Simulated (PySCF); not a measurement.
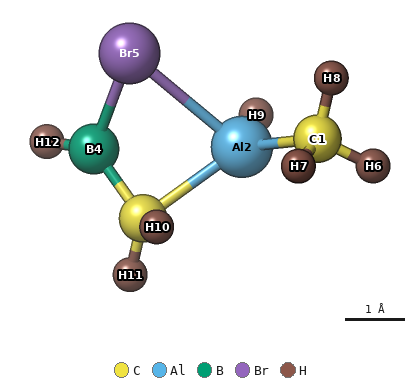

Figure 1. The structure (ball-and-stick view, seen at a tilt; atoms are numbered from 1 in the order of the input). Sticks mark near contacts. Bond lengths as drawn: Al–Br 2.61 Å, Al–C 1.98 to 2.10 Å, Al–H 1.54 Å, B–Br 1.96 Å, B–C 1.50 Å, B–H 1.17 Å and C–H 1.09 to 1.10 Å.

**C₂H₇AlBBr: energy and gradient calculation**

System: C₂H₇AlBBr.
Method: B3LYP/6-31G*, RKS (PySCF 2.14.0).

The geometry comes from this level: GFN2-xTB. Figures and captions count atoms from 1; the log counts them from 0 in places.

## What the program printed
```
PySCF version 2.14.0

[INPUT] num. atoms = 12
[INPUT] num. electrons = 72
[INPUT] charge = 0
[INPUT] spin (= nelec alpha-beta = 2S) = 0
[INPUT] symmetry False subgroup None
[INPUT] Mole.unit = angstrom
[INPUT] Symbol           X                Y                Z      unit          X                Y                Z       unit  Magmom
[INPUT]  1 C     -2.007040000000  -0.117210000000   0.642350000000 AA   -3.792755921047  -0.221494799060   1.213865576114 Bohr   0.0
[INPUT]  2 Al    -0.059590000000   0.224860000000   0.730980000000 AA   -0.112608779763   0.424923816370   1.381352002535 Bohr   0.0
[INPUT]  3 C      1.267030000000  -0.841860000000  -0.497800000000 AA    2.394339691608  -1.590884835226  -0.940705664808 Bohr   0.0
[INPUT]  4 B      1.799110000000   0.469970000000  -0.991640000000 AA    3.399825167966   0.888114586762  -1.873928014164 Bohr   0.0
[INPUT]  5 Br     0.385790000000   1.786850000000  -1.305770000000 AA    0.729037441596   3.376657125679  -2.467547681673 Bohr   0.0
[INPUT]  6 H     -2.361950000000  -0.595360000000   1.561560000000 AA   -4.463438619916  -1.125067345521   2.950920727076 Bohr   0.0
[INPUT]  7 H     -2.319060000000  -0.765870000000  -0.186460000000 AA   -4.382388266434  -1.447284547021  -0.352358333186 Bohr   0.0
[INPUT]  8 H     -2.590480000000   0.805870000000   0.540530000000 AA   -4.895297731163   1.522873592003   1.021453662111 Bohr   0.0
[INPUT]  9 H      0.628000000000   1.072120000000   1.823810000000 AA    1.186748006227   2.026013172669   3.446501403243 Bohr   0.0
[INPUT] 10 H      0.403620000000  -1.261300000000  -1.042910000000 AA    0.762731258397  -2.383511560914  -1.970814272570 Bohr   0.0
[INPUT] 11 H      1.957680000000  -1.647240000000  -0.258490000000 AA    3.699479039539  -3.112832461429  -0.488475305939 Bohr   0.0
[INPUT] 12 H      2.896880000000   0.869190000000  -1.016160000000 AA    5.474309815730   1.642531050211  -1.920264098738 Bohr   0.0

nuclear repulsion = 372.780495084309
number of shells = 52
number of NR pGTOs = 255
number of NR cGTOs = 106
basis = 6-31g*
ecp = {}

******** <class 'pyscf.dft.rks.RKS'> ********
method = RKS
initial guess = minao
damping factor = 0
level_shift factor = 0
DIIS = <class 'pyscf.scf.diis.CDIIS'>
diis_start_cycle = 1
diis_space = 8
diis_damp = 0
SCF conv_tol = 1e-10
SCF conv_tol_grad = None
SCF max_cycles = 50
direct_scf = True
direct_scf_tol = 1e-13
XC library pyscf.dft.libxc version 7.0.0
    S. Lehtola, C. Steigemann, M. J.T. Oliveira, and M. A.L. Marques.,  SoftwareX 7, 1–5 (2018)
XC functionals = b3lyp
    P. J. Stephens, F. J. Devlin, C. F. Chabalowski, and M. J. Frisch.,  J. Phys. Chem. 98, 11623 (1994)
radial grids:
    Treutler-Ahlrichs [JCP 102, 346 (1995); DOI:10.1063/1.469408] (M4) radial grids

becke partition: Becke, JCP 88, 2547 (1988); DOI:10.1063/1.454033
pruning grids: <function nwchem_prune>
grids dens level: 5
symmetrized grids: False
atomic radii adjust function: <function treutler_atomic_radii_adjust>
small_rho_cutoff = 0
Set gradient conv threshold to 1e-05
Initial guess from minao.
tot grids = 381680
init E= -2920.77090840154
  HOMO = -0.314936196442691  LUMO = -0.0999647328383606  gap/eV = 5.84967
cycle= 1 E= -2921.54026188351  delta_E= -0.769  |g|= 0.566  |ddm|= 2.99
  HOMO = -0.195967284132487  LUMO = -0.0225997063183563  gap/eV = 4.71757
cycle= 2 E= -2921.48462364198  delta_E= 0.0556  |g|= 0.701  |ddm|= 1.14
  HOMO = -0.269742980600052  LUMO = -0.0439751398536021  gap/eV = 6.14346
cycle= 3 E= -2921.62262651752  delta_E= -0.138  |g|= 0.0639  |ddm|= 0.709
  HOMO = -0.265343604978393  LUMO = -0.0454526990821691  gap/eV = 5.98354
cycle= 4 E= -2921.6239617081  delta_E= -0.00134  |g|= 0.0245  |ddm|= 0.121
  HOMO = -0.26641583829831  LUMO = -0.0445927598983307  gap/eV = 6.03611
cycle= 5 E= -2921.62413732819  delta_E= -0.000176  |g|= 0.0061  |ddm|= 0.0314
  HOMO = -0.266244394781788  LUMO = -0.0445757860775826  gap/eV = 6.03191
cycle= 6 E= -2921.62414632714  delta_E= -9e-06  |g|= 0.00197  |ddm|= 0.00762
  HOMO = -0.266343309859736  LUMO = -0.0446030796741521  gap/eV = 6.03386
cycle= 7 E= -2921.62414729946  delta_E= -9.72e-07  |g|= 0.000256  |ddm|= 0.00214
  HOMO = -0.266322632879248  LUMO = -0.0445793210826126  gap/eV = 6.03394
cycle= 8 E= -2921.62414731383  delta_E= -1.44e-08  |g|= 8.29e-05  |ddm|= 0.00039
  HOMO = -0.26633057390222  LUMO = -0.0445896930962446  gap/eV = 6.03388
cycle= 9 E= -2921.62414731581  delta_E= -1.98e-09  |g|= 3.28e-05  |ddm|= 0.000143
  HOMO = -0.266329075686497  LUMO = -0.0445870607810006  gap/eV = 6.03391
cycle= 10 E= -2921.62414731611  delta_E= -2.98e-10  |g|= 4.5e-06  |ddm|= 4.29e-05
  HOMO = -0.266329164608038  LUMO = -0.0445873311097484  gap/eV = 6.03390
cycle= 11 E= -2921.62414731611  delta_E= -3.64e-12  |g|= 1.28e-06  |ddm|= 8.17e-06
  HOMO = -0.266329021998064  LUMO = -0.0445872351176284  gap/eV = 6.03390
```

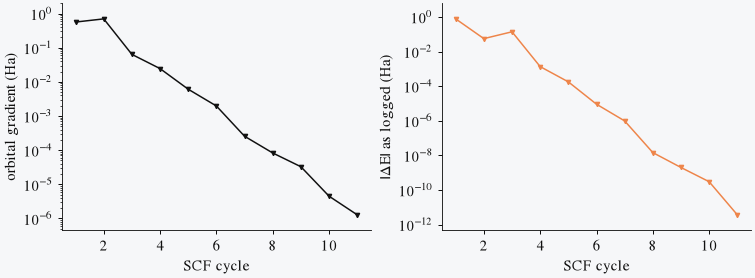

Figure 2. Convergence of the self-consistent field: orbital gradient and size of the energy change against the SCF cycle. The residual falls almost steadily, with no more than small rises.

```
Extra cycle  E= -2921.62414731611  delta_E= 3.18e-12  |g|= 1.38e-06  |ddm|= 3.79e-06
converged SCF energy = -2921.62414731611
total energy: -2921.62414732 hartree

******** <class 'pyscf.grad.rks.Gradients'> for <class 'pyscf.dft.rks.RKS'> ********
unit = Eh/Bohr
grid_response = False
--------------- RKS gradients ---------------
         x                y                z
0 C     0.0003408276     0.0042176641     0.0005714909
1 Al     0.0024228982     0.0075282178     0.0046005934
2 C     0.0099721398    -0.0014195017     0.0096269570
3 B    -0.0019008187     0.0251014908    -0.0048470324
4 Br     0.0100308742    -0.0191575558     0.0105512001
5 H     0.0002668788     0.0014802492    -0.0023889753
6 H    -0.0023335959     0.0004106306     0.0001860525
7 H    -0.0028789937    -0.0026223193    -0.0005276653
8 H    -0.0026277380    -0.0057892514    -0.0117866189
9 H    -0.0026886076    -0.0022492628     0.0007786592
10 H    -0.0019861750    -0.0017827408    -0.0068019681
11 H    -0.0086213842    -0.0057173550     0.0000294566
----------------------------------------------
**** SCF Summaries ****
Total Energy =                       -2921.624147316110793
Nuclear Repulsion Energy =             372.780495084309052
One-electron Energy =                -4801.238230210656184
Two-electron Energy =                 1506.833587810236168
Two-electron Coulomb Energy =         1634.469565047770402
DFT Exchange-Correlation Energy =     -127.635977237534121
HOMO-LUMO gap [eV] =                     6.033901359568095
**** MO energy ****
MO #1   energy= -482.834101813441  occ= 2
MO #2   energy= -62.5308830975451  occ= 2
MO #3   energy= -56.3486288072611  occ= 2
MO #4   energy= -56.3474847191806  occ= 2
MO #5   energy= -56.3467291411821  occ= 2
MO #6   energy= -56.0328782513809  occ= 2
MO #7   energy= -10.1583662579223  occ= 2
MO #8   energy= -10.1483730466294  occ= 2
MO #9   energy= -8.72854400178536  occ= 2
MO #10  energy= -6.78563831811389  occ= 2
MO #11  energy= -6.55389018052644  occ= 2
MO #12  energy= -6.54952141427598  occ= 2
MO #13  energy= -6.5466268193213   occ= 2
MO #14  energy= -4.12764651338579  occ= 2
MO #15  energy= -2.68448942525668  occ= 2
MO #16  energy= -2.67913228715536  occ= 2
MO #17  energy= -2.67636987882346  occ= 2
MO #18  energy= -2.64931372911688  occ= 2
MO #19  energy= -2.64832675756937  occ= 2
MO #20  energy= -2.64599787452923  occ= 2
MO #21  energy= -2.64253135687856  occ= 2
MO #22  energy= -2.64228909734471  occ= 2
MO #23  energy= -0.816931208885931 occ= 2
MO #24  energy= -0.690773365781158 occ= 2
MO #25  energy= -0.672061408953189 occ= 2
MO #26  energy= -0.49641857786413  occ= 2
MO #27  energy= -0.450852198076311 occ= 2
MO #28  energy= -0.410653877609517 occ= 2
MO #29  energy= -0.389044260188031 occ= 2
MO #30  energy= -0.383896791652139 occ= 2
MO #31  energy= -0.374969660588953 occ= 2
MO #32  energy= -0.358166447354997 occ= 2
MO #33  energy= -0.326406967436466 occ= 2
MO #34  energy= -0.319415275415277 occ= 2
MO #35  energy= -0.278711814054778 occ= 2
MO #36  energy= -0.266329021998064 occ= 2
MO #37  energy= -0.0445872351176284 occ= 0
MO #38  energy= 0.00588324189902423 occ= 0
MO #39  energy= 0.0407953698838446 occ= 0
MO #40  energy= 0.0521453492273007 occ= 0
MO #41  energy= 0.0627363722199599 occ= 0
MO #42  energy= 0.106451823250717  occ= 0
MO #43  energy= 0.116535760083743  occ= 0
MO #44  energy= 0.137727451786811  occ= 0
MO #45  energy= 0.144506770194676  occ= 0
MO #46  energy= 0.151013112154463  occ= 0
MO #47  energy= 0.187769393914342  occ= 0
MO #48  energy= 0.208396260064889  occ= 0
MO #49  energy= 0.227244992082232  occ= 0
MO #50  energy= 0.232932746426156  occ= 0
MO #51  energy= 0.251081807944279  occ= 0
MO #52  energy= 0.26220832699153   occ= 0
MO #53  energy= 0.288143398638538  occ= 0
MO #54  energy= 0.320766219732509  occ= 0
MO #55  energy= 0.323908322572932  occ= 0
MO #56  energy= 0.348739380196958  occ= 0
MO #57  energy= 0.41028364466512   occ= 0
MO #58  energy= 0.42812906256843   occ= 0
MO #59  energy= 0.464266476865556  occ= 0
MO #60  energy= 0.469883809864271  occ= 0
MO #61  energy= 0.50043891099961   occ= 0
MO #62  energy= 0.506531446291384  occ= 0
MO #63  energy= 0.524451338485288  occ= 0
MO #64  energy= 0.557042456521784  occ= 0
MO #65  energy= 0.56998937816264   occ= 0
MO #66  energy= 0.612967523736827  occ= 0
MO #67  energy= 0.639919761487871  occ= 0
MO #68  energy= 0.682544786231755  occ= 0
MO #69  energy= 0.693880712093823  occ= 0
MO #70  energy= 0.715084675219951  occ= 0
MO #71  energy= 0.743190531579712  occ= 0
MO #72  energy= 0.768207364686721  occ= 0
MO #73  energy= 0.782153978659867  occ= 0
MO #74  energy= 0.816250469322472  occ= 0
MO #75  energy= 0.848345664356348  occ= 0
MO #76  energy= 0.868072314965301  occ= 0
MO #77  energy= 0.887748509109379  occ= 0
MO #78  energy= 0.907185520252202  occ= 0
MO #79  energy= 0.912205690656522  occ= 0
MO #80  energy= 0.942513257604549  occ= 0
MO #81  energy= 0.963042620975252  occ= 0
MO #82  energy= 1.01653401786061   occ= 0
MO #83  energy= 1.02075243870791   occ= 0
MO #84  energy= 1.16924565051317   occ= 0
MO #85  energy= 1.23180395741058   occ= 0
MO #86  energy= 1.27374835865374   occ= 0
MO #87  energy= 1.40883045126944   occ= 0
MO #88  energy= 1.42874816749005   occ= 0
MO #89  energy= 1.61811046485479   occ= 0
MO #90  energy= 1.6974876044876    occ= 0
MO #91  energy= 1.7267634240609    occ= 0
MO #92  energy= 1.74503817095703   occ= 0
MO #93  energy= 1.78900055130524   occ= 0
MO #94  energy= 1.96075108360605   occ= 0
MO #95  energy= 2.06167655568177   occ= 0
MO #96  energy= 2.14718018699749   occ= 0
MO #97  energy= 2.17996250360088   occ= 0
MO #98  energy= 2.27425608083262   occ= 0
MO #99  energy= 2.28466511955602   occ= 0
MO #100 energy= 2.40753742133736   occ= 0
MO #101 energy= 2.45875737662232   occ= 0
MO #102 energy= 4.70835379594254   occ= 0
MO #103 energy= 4.72450963212566   occ= 0
MO #104 energy= 4.77636010756125   occ= 0
MO #105 energy= 4.82780498668547   occ= 0
MO #106 energy= 4.93357025503476   occ= 0
 ** Mulliken pop on meta-lowdin orthogonal AOs  **
 ** Mulliken pop  **
pop of  0 C 1s            1.99988
pop of  0 C 2s            1.07711
pop of  0 C 3s            0.00153
pop of  0 C 2px           1.27400
pop of  0 C 2py           1.11450
pop of  0 C 2pz           1.10571
pop of  0 C 3px           0.00159
pop of  0 C 3py           0.00196
pop of  0 C 3pz           0.00219
pop of  0 C 3dxy          0.00100
pop of  0 C 3dyz          0.00145
pop of  0 C 3dz^2         0.00105
pop of  0 C 3dxz          0.00048
pop of  0 C 3dx2-y2       0.00046
pop of  1 Al 1s           1.99999
pop of  1 Al 2s           1.99976
pop of  1 Al 3s           0.92021
pop of  1 Al 4s           0.00455
pop of  1 Al 2px          1.99985
pop of  1 Al 2py          1.99983
pop of  1 Al 2pz          1.99982
pop of  1 Al 3px          0.56566
pop of  1 Al 3py          0.40986
pop of  1 Al 3pz          0.44699
pop of  1 Al 4px          0.00956
pop of  1 Al 4py          0.00558
pop of  1 Al 4pz          0.00746
pop of  1 Al 3dxy         0.00418
pop of  1 Al 3dyz         0.00653
pop of  1 Al 3dz^2        0.00308
pop of  1 Al 3dxz         0.00556
pop of  1 Al 3dx2-y2      0.00359
pop of  2 C 1s            1.99987
pop of  2 C 2s            1.02718
pop of  2 C 3s            0.00206
pop of  2 C 2px           1.12430
pop of  2 C 2py           1.14047
pop of  2 C 2pz           1.18604
pop of  2 C 3px           0.00272
pop of  2 C 3py           0.00369
pop of  2 C 3pz           0.00162
pop of  2 C 3dxy          0.00120
pop of  2 C 3dyz          0.00073
pop of  2 C 3dz^2         0.00073
pop of  2 C 3dxz          0.00099
pop of  2 C 3dx2-y2       0.00105
pop of  3 B 1s            1.99969
pop of  3 B 2s            0.87069
pop of  3 B 3s            0.00480
pop of  3 B 2px           0.87796
pop of  3 B 2py           0.79170
pop of  3 B 2pz           0.42699
pop of  3 B 3px           0.00857
pop of  3 B 3py           0.01150
pop of  3 B 3pz           0.00306
pop of  3 B 3dxy          0.00284
pop of  3 B 3dyz          0.00090
pop of  3 B 3dz^2         0.00133
pop of  3 B 3dxz          0.00162
pop of  3 B 3dx2-y2       0.00181
pop of  4 Br 1s           2.00000
pop of  4 Br 2s           1.99994
pop of  4 Br 3s           1.99894
pop of  4 Br 4s           1.85911
pop of  4 Br 5s           0.00220
pop of  4 Br 2px          2.00000
pop of  4 Br 2py          2.00000
pop of  4 Br 2pz          2.00000
pop of  4 Br 3px          1.99987
pop of  4 Br 3py          1.99987
pop of  4 Br 3pz          1.99988
pop of  4 Br 4px          1.62130
pop of  4 Br 4py          1.71166
pop of  4 Br 4pz          1.77786
pop of  4 Br 5px          0.00555
pop of  4 Br 5py          0.00304
pop of  4 Br 5pz          0.00127
pop of  4 Br 3dxy         1.99982
pop of  4 Br 3dyz         1.99984
pop of  4 Br 3dz^2        1.99985
pop of  4 Br 3dxz         1.99985
pop of  4 Br 3dx2-y2      1.99984
pop of  4 Br 4dxy         0.00432
pop of  4 Br 4dyz         0.00385
pop of  4 Br 4dz^2        0.00196
pop of  4 Br 4dxz         0.00114
pop of  4 Br 4dx2-y2      0.00131
pop of  4 Br 5dxy         0.00023
pop of  4 Br 5dyz         0.00011
pop of  4 Br 5dz^2        0.00011
pop of  4 Br 5dxz         0.00007
pop of  4 Br 5dx2-y2      0.00012
pop of  5 H 1s            0.88218
pop of  5 H 2s            0.00599
pop of  6 H 1s            0.88835
pop of  6 H 2s            0.00622
pop of  7 H 1s            0.87921
pop of  7 H 2s            0.00613
pop of  8 H 1s            1.15786
pop of  8 H 2s            0.00107
pop of  9 H 1s            0.85851
pop of  9 H 2s            0.00706
pop of  10 H 1s           0.86769
pop of  10 H 2s           0.00720
pop of  11 H 1s           0.96189
pop of  11 H 2s           0.00666
 ** Mulliken atomic charges  **
charge of    0C =     -0.58291
charge of    1Al =      0.60794
charge of    2C =     -0.49266
charge of    3B =     -0.00346
charge of    4Br =      0.00711
charge of    5H =      0.11183
charge of    6H =      0.10543
charge of    7H =      0.11466
charge of    8H =     -0.15893
charge of    9H =      0.13444
charge of   10H =      0.12511
charge of   11H =      0.03145
Dipole moment(X, Y, Z, Debye): -0.32724, -1.03433, -0.60219
```

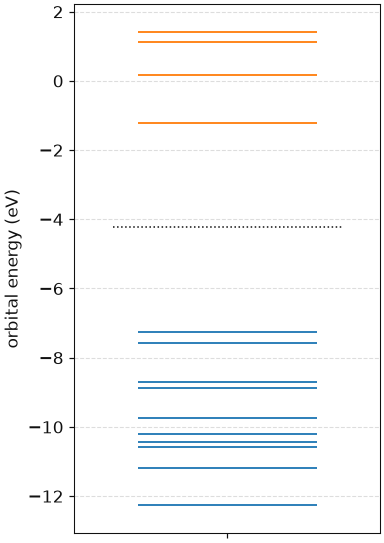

Figure 3. Orbital energies near the frontier; the dotted line parts filled from empty levels, and levels within 0.02 eV of each other stand side by side. Highest filled −7.25 eV, lowest empty −1.21 eV, 6.04 eV apart.

The run was set up as follows.

## Input (run.py)
```python
from pyscf import gto, dft

mol = gto.Mole()
mol.atom = [
    ('C', (-2.007040, -0.117210, 0.642350)),
    ('Al', (-0.059590, 0.224860, 0.730980)),
    ('C', (1.267030, -0.841860, -0.497800)),
    ('B', (1.799110, 0.469970, -0.991640)),
    ('Br', (0.385790, 1.786850, -1.305770)),
    ('H', (-2.361950, -0.595360, 1.561560)),
    ('H', (-2.319060, -0.765870, -0.186460)),
    ('H', (-2.590480, 0.805870, 0.540530)),
    ('H', (0.628000, 1.072120, 1.823810)),
    ('H', (0.403620, -1.261300, -1.042910)),
    ('H', (1.957680, -1.647240, -0.258490)),
    ('H', (2.896880, 0.869190, -1.016160)),
]
mol.basis = '6-31g*'
mol.verbose = 4
mol.max_memory = 1860
mol.build()

mf = dft.RKS(mol, xc='b3lyp')
mf.grids.level = 5
mf.conv_tol = 1e-10
mf.kernel()
if not mf.converged:
    mf = mf.newton().run(mf.mo_coeff, mf.mo_occ)

e_final = mf.e_tot
print(f'total energy: {e_final:.8f} hartree')
grad = mf.nuc_grad_method().kernel()
mf.analyze()
```

Run as:
```bash
OMP_NUM_THREADS=1 python run.py
```

## Key numbers

```json
{"quantity": "outcome", "value": "converged"}
{"quantity": "total energy", "value": "−2921.624147 hartree"}
{"quantity": "basis functions", "value": "106"}
{"quantity": "largest force", "value": "1.318 eV/Å"}
{"quantity": "HOMO", "value": "−7.25 eV"}
{"quantity": "LUMO", "value": "−1.21 eV"}
{"quantity": "dipole moment", "value": "1.24 D"}
{"quantity": "hardware", "value": "1 thread of Arm Neoverse V2, 24 GiB of memory available, shared host"}
{"quantity": "wall time", "value": "65 s"}
{"quantity": "peak memory", "value": "1.1 GiB"}
```
